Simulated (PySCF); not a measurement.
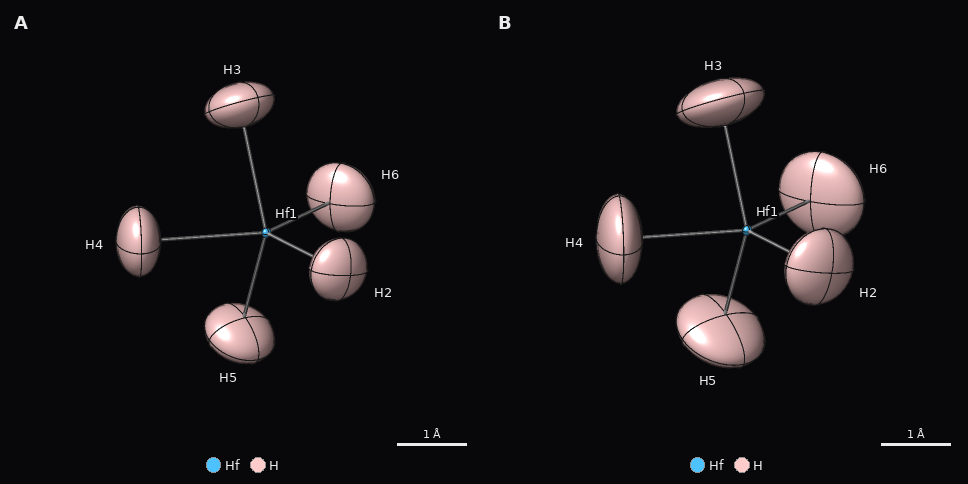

Displacement ellipsoids at the 50 % level, scaled by 2, from the internal vibrations of the free molecule (harmonic, no overall translation or rotation; no half-axis is drawn under 0.075 Å). The species has charge −1 and is a spin singlet. Vibrations computed with RKS-based PBE0, Hf def2-TZVPD with ECP60, H def2-TZVPD; scalar-relativistic core potentials; density fitting (PySCF 2.14.0). One panel is for 298 K, the other for 600 K.

### Which panel is for 600 K?

B.

### How much does the mean-square displacement of H4 grow, and why?

U_eq goes from 0.0240 to 0.0364 Å², a factor of 1.5. Modes below kT (417 cm⁻¹ at 600 K) grow about in proportion to T, and the lowest lies at 344 cm⁻¹; the mean-square amplitude of a mode is its zero-point value times coth(ħω/2kT), which comes close to 1 only above about 3kT.

The search tried a few shapes and spins; others may lie lower.
